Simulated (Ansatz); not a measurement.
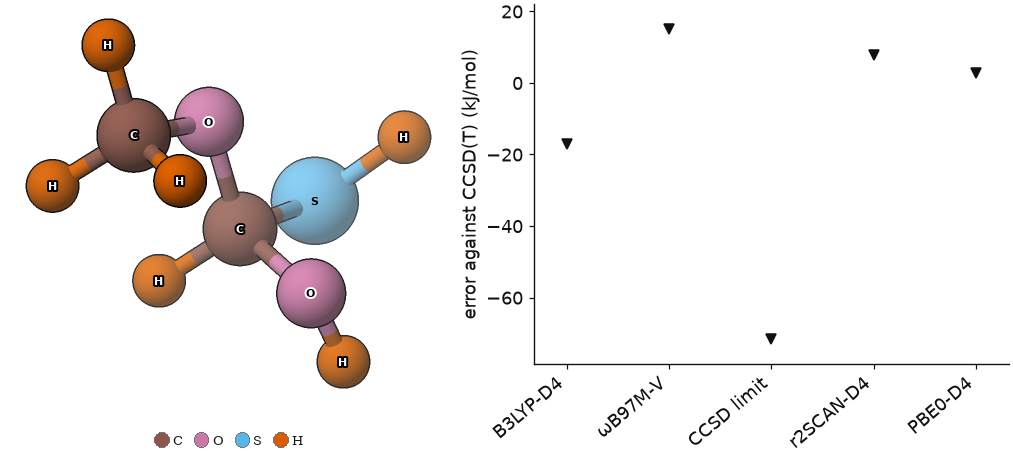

Error in the electronic atomisation energy (method less reference, so positive means overbinding) of C₂H₆O₂S, SMILES CO[C@H](O)S: functionals in def2-TZVPP against frozen-core CCSD(T) at the limit (MP2 extrapolated from triple and quadruple zeta, plus CCSD(T) less MP2 in a smaller set), which gives 4030.3 kJ/mol, at a PBE0-D4/def2-TZVP geometry (no frequency check), no zero-point or spin-orbit term, the Ansatz code 0.2.0. The reference leaves out core correlation, a term that grows with the number of heavy atoms. Limit means the basis limit.

Question: Which of these levels overbind, and which underbind?

Answer: Overbind: none clearly. Underbind: CCSD limit. Within 25 kJ/mol of zero, too close to call in view of what the reference leaves out: B3LYP-D4, ωB97M-V, r2SCAN-D4 and PBE0-D4.

Question: What range do the values span?

Answer: From −71.6 kJ/mol (CCSD limit) to 15.0 kJ/mol (ωB97M-V).

Caveats, for all or some of the runs: one conformer of a flexible molecule.
